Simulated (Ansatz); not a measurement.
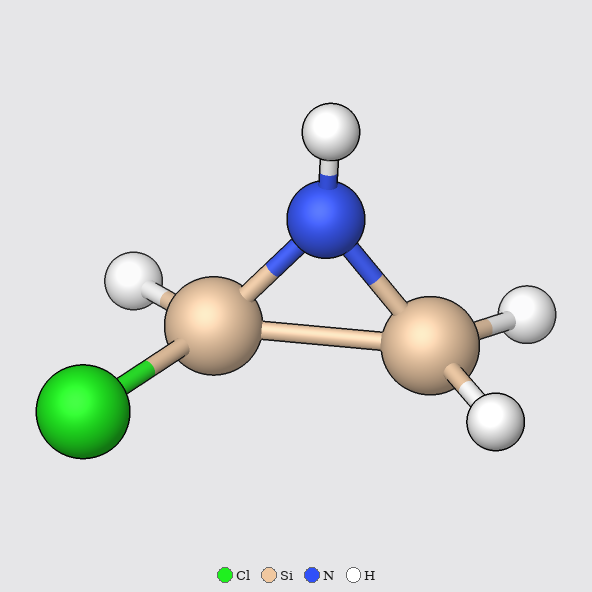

The geometry was computed by an optimisation with PBE0-D4/def2-TZVP.

Draw it as a skeletal formula.

SMILES: Cl[Si@H]1N[SiH2]1

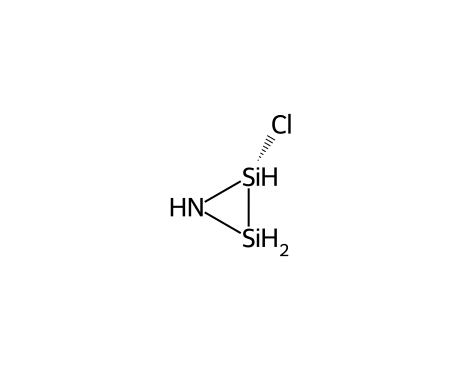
